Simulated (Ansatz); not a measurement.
**Errors in the atomisation enthalpy at 298 K**

10 molecules without hydrogen; the atomisation enthalpy at 298 K in kJ/mol, computed less measured. Shapes, held fixed at every level: PBE0-D4/def2-TZVP. Thermal terms are harmonic and unscaled (PBE0-D4/def2-TZVP); the spin-orbit lowering of the free atoms is taken from their spectra. Programs: Ansatz 0.2.0. Measured values: Active Thermochemical Tables, CRC Handbook of Chemistry and Physics, NIST-JANAF tables.

Levels: A = HF/def2-SVP; B = BHLYP-D4/def2-TZVPP; C = wB97M-V/def2-TZVPP.

```json
{"molecule": "N2 (nitrogen)", "from tabulated heats": "945", "A": "-483", "B": "-87", "C": "+7"}
{"molecule": "N2O (SMILES N#[N+][O-])", "from tabulated heats": "1112", "A": "-774", "B": "-153", "C": "+5"}
{"molecule": "AsBr3 (arsenous tribromide)", "from tabulated heats": "768", "A": "-442", "B": "-66", "C": "-29"}
{"molecule": "BCl3 (boron trichloride)", "from tabulated heats": "1337", "A": "-307", "B": "-60", "C": "+22"}
{"molecule": "NF3 (nitrogen trifluoride)", "from tabulated heats": "843", "A": "-721", "B": "-163", "C": "+22"}
{"molecule": "SiBr4 (tetrabromosilane)", "from tabulated heats": "1313", "A": "-452", "B": "-73", "C": "-20"}
{"molecule": "CBr3Cl (tribromochloromethane)", "from tabulated heats": "1121", "A": "-591", "B": "-135", "C": "-28"}
{"molecule": "SiCl4 (silicon tetrachloride)", "from tabulated heats": "1598", "A": "-473", "B": "-82", "C": "+16"}
{"molecule": "P4S3 (tetraphosphorus trisulfide)", "from tabulated heats": "2248", "A": "-1397", "B": "-205", "C": "-4"}
{"molecule": "Si(SiF3)F3 (hexafluorodisilane)", "from tabulated heats": "3760", "A": "-1180", "B": "-258", "C": "-65"}
```

Problem. Sum up the errors.

Solution. 
```tsv
level	kind	mean error	mean absolute error	worst case
HF/def2-SVP	Hartree–Fock	-682.0	682.0	P4S3
BHLYP-D4/def2-TZVPP	global hybrid	-128.2	128.2	Si(SiF3)F3
wB97M-V/def2-TZVPP	range-separated hybrid	-7.4	21.8	Si(SiF3)F3
```

On this set wB97M-V/def2-TZVPP has the smallest mean absolute error and HF/def2-SVP the largest. HF/def2-SVP is too low in 10 of 10; BHLYP-D4/def2-TZVPP is too low in 10 of 10. The heats of AsBr3, SiBr4, Si(SiF3)F3 come from older tables and can be uncertain by 10 kJ/mol or more. The molecules' own spin-orbit binding is left out, so errors for heavy halides read too negative. Heats of the atoms come from ATcT where it has them, that of boron, 570 kJ/mol, from recent work. The levels differ in basis as well as in method. The tabulated value of P4S3 is in doubt (older tables, estimates, or at odds with other calculations) and kept here. Over the 9 molecules whose values aren't doubted the mean absolute errors are A 602.6; B 119.7; C 23.8. Hartree–Fock lacks correlation and underbinds. Relativity is left out for As, Br. The set is small.

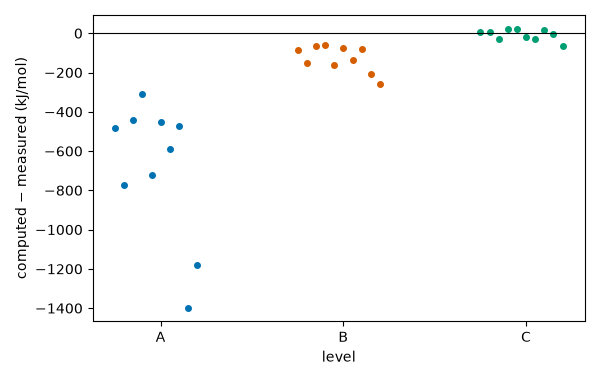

Errors of each level, one point a molecule.
